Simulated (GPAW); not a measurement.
# 2H-VSSe monolayer in an electric field, part 2 of 2

Wanted: the out-of-plane polarisability of 2H-VSSe monolayer.

GPAW 26.7.0; GPAW, PAW setups; layer in a repeated cell with vacuum, relaxation of atoms and in-plane cell (the session's first sound run).

So far. Step 5 (In a field): The dipole is now -0.0490 e Å, against -0.022 in the run without a field. Step 8 (Field on): The dipole is now 0.00489 e Å, against -0.022 in the run without a field.

### Step 9. Field on (continued)

Level of this step: GPAW, PAW setups; slab in vacuum (GPAW).

The electrostatic potential energy of an electron (without an applied field's), less the Fermi level, planar mean by z:

| z (Å) | electrostatic potential energy of an electron (without an applied field's), less the Fermi level, planar mean (eV) |
| --- | --- |
| 0 | 5.60 |
| 1 | 5.91 |
| 2 | 5.91 |
| 3 | 5.91 |
| 4 | 5.91 |
| 5 | 5.91 |
| 6 | 5.90 |
| 7 | 5.76 |
| 8 | 2.99 |
| 9 | -20.3 |
| 10 | -4.45 |
| 11 | -10.0 |
| 12 | -17.0 |
| 13 | 2.58 |
| 14 | 5.18 |
| 15 | 5.28 |
| 16 | 5.29 |
| 17 | 5.29 |
| 18 | 5.29 |
| 19 | 5.29 |
| 20 | 5.29 |

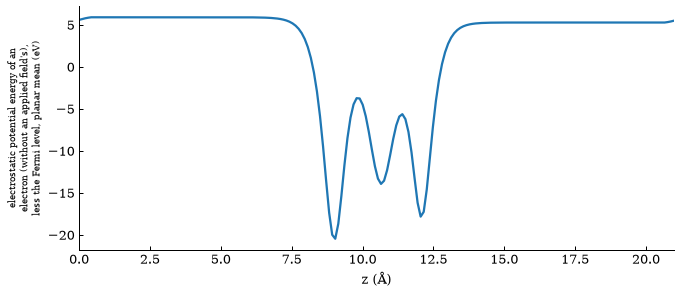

Electrostatic potential energy of an electron (without an applied field's), less the Fermi level, planar mean against z.

The dipole is now 0.0318 e Å, against -0.022 in the run without a field.

### Step 10. Field on

The input, run.py:

```python
import json
import numpy as np
from ase import Atoms
from gpaw import GPAW, PW
from gpaw.external import ConstantElectricField

slab = Atoms(
    ['Se', 'V', 'S'],
    positions=[
        [0.00000, 1.88488, 9.00000],
        [-0.00000, -0.00000, 10.66197],
        [0.00000, 1.88488, 12.08839]],
    cell=[[3.2647, 0.0, 0.0], [-1.63235, 2.82731, 0.0], [0.0, 0.0, 21.0884]],
    pbc=[True, True, False],
    magmoms=[0.0, 1.0, 0.0])

slab.calc = GPAW(mode=PW(400), xc='PBE', kpts={'size': (12, 12, 1), 'gamma': True},
                 occupations={'name': 'fermi-dirac', 'width': 0.05}, nbands='160%',
                 convergence={'density': 1e-05}, maxiter=200,
                 poissonsolver={'dipolelayer': 'xy'},
                 external=ConstantElectricField(0.3, [0, 0, 1]),
                 symmetry={'tolerance': 1e-3}, txt='slab.txt')
result = {}
energy = slab.get_potential_energy()
fermi = slab.calc.get_fermi_level()
v = slab.calc.get_electrostatic_potential().mean((0, 1)) - fermi
n = slab.calc.get_pseudo_density().mean((0, 1))
L = slab.cell[2, 2]
z = np.arange(len(v)) * L / len(v)
low, high = slab.positions[:, 2].min(), slab.positions[:, 2].max()
below, above = np.interp([low - 6.8, high + 6.8], z, v)
slopes = [np.interp(x, z, np.gradient(v, z)) for x in (low - 6.8, high + 6.8)]
eps = np.array([[slab.calc.get_eigenvalues(k, s) for k in range(len(slab.calc.get_ibz_k_points()))]
                for s in range(slab.calc.get_number_of_spins())]) - fermi
top, bottom = eps[eps < 0].max(), eps[eps > 0].min()
dipole = slab.get_dipole_moment()[2]
print(f'energy {energy:.4f} eV, Fermi level {fermi:.4f} eV, dipole {dipole:.5f} e A')
print(f'potential 6.8 A off the faces, from the Fermi level: lower {below:.4f} eV, upper {above:.4f} eV')
print(f'slope of the potential there: lower {slopes[0]:.5f}, upper {slopes[1]:.5f} eV/A')
print(f'nearest levels on the mesh: {top:.4f} and {bottom:.4f} eV')
print('magnetic moment', round(slab.get_magnetic_moment(), 3))
result.update(energy=energy, fermi=fermi, dipole=dipole, below=below, above=above, slopes=slopes, edges=[top, bottom],
              z=z.tolist(), v=v.tolist(), n=n.tolist(), positions=slab.positions.tolist(),
              forces=slab.get_forces(apply_constraint=False).tolist(), moments=slab.get_magnetic_moments().tolist())
json.dump(result, open('result.json', 'w'))
```

The run is started by

```
$ OMP_NUM_THREADS=1 OPENBLAS_NUM_THREADS=1 python run.py
```

Output:

```text
energy -18.4427 eV, Fermi level -2.0844 eV, dipole 0.05882 e A
potential 6.8 A off the faces, from the Fermi level: lower 6.1848 eV, upper 5.0317 eV
slope of the potential there: lower -0.00001, upper 0.00000 eV/A
nearest levels on the mesh: -0.0069 and 0.0356 eV
magnetic moment 0.942
```

It took 4.4 min on 1 thread of Arm Neoverse V1, shared host; peak memory 0.44 GiB.

Electrostatic potential energy of an electron (without an applied field's), less the Fermi level, planar mean against z:

| z (Å) | electrostatic potential energy of an electron (without an applied field's), less the Fermi level, planar mean (eV) |
| --- | --- |
| 0 | 5.61 |
| 2 | 6.18 |
| 4 | 6.18 |
| 6 | 6.17 |
| 8 | 3.22 |
| 10 | -4.41 |
| 12 | -17.2 |
| 14 | 4.93 |
| 16 | 5.03 |
| 18 | 5.03 |
| 20 | 5.03 |

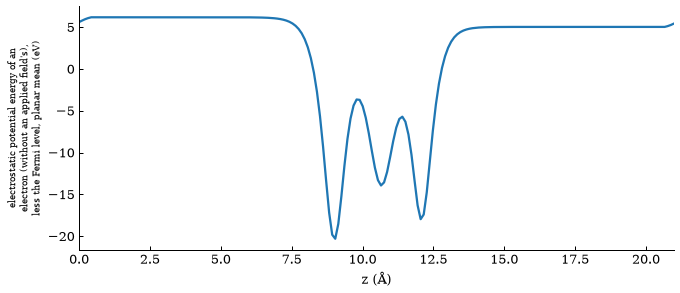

Electrostatic potential energy of an electron (without an applied field's), less the Fermi level, planar mean against z.

The dipole is now 0.0588 e Å, against -0.022 in the run without a field.

### Step 11. The series

The members are put on one axis.

This step: induced dipole against applied field (GPAW 26.7.0).

Dipole along the normal against field:

| field (V/Å) | dipole along the normal (e·Å) |
| --- | --- |
| -0.200 | -0.0759 |
| -0.100 | -0.0490 |
| -0.050 | -0.0355 |
| 0.000 | -0.0220 |
| 0.050 | -0.00857 |
| 0.100 | 0.00489 |
| 0.200 | 0.0318 |
| 0.300 | 0.0588 |

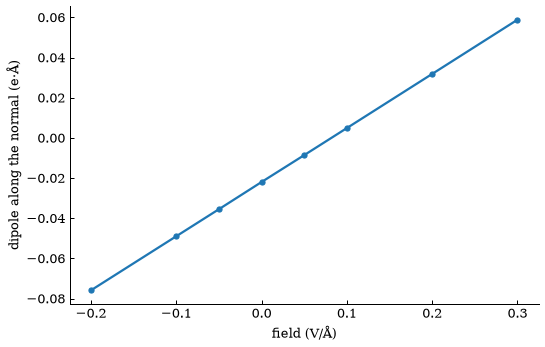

Dipole along the normal against field.

### Step 12. What came out

```
work function, upper and lower face            : 5.808 and 5.376 eV
dipole along the normal                        : -0.0220 e Å
induced dipole per field                       : 0.269 e Å per V/Å
out-of-plane polarisability per area, α/(ε0 A) : 5.28 Å
```

**Reading.** The field induces 0.269 e Å per V/Å, a polarisable thickness α/(ε0 A) of 5.28 Å beside 3.09 Å between the outermost nuclei. A perfect conductor would give the distance between its two image planes; a dielectric of thickness t gives t(1 - 1/ε). The two faces differ by 0.43 eV, the step that the slab's dipole makes (e p/(ε0 A) gives 0.43 eV), so the dipole layer is needed. The induced dipole is linear in the field over this range. The relaxation of atoms and cell ran in a fully periodic cell without the dipole layer, so the atoms of this polar layer felt a small spurious field. One magnetic start was tried; another order may lie lower. The layer's cell and atoms come from the relaxation; spin-orbit coupling and temperature are left out.

[Logs are printed without paths, hosts, clocks, repeated set-up lines and the standing remarks that a program may print on its own settings, such as how far it seeks lower states.]

[Hosts, paths, dates, database ids (printed as entryN), source tags and the programs' standing remarks are cut or masked in the printed files.]
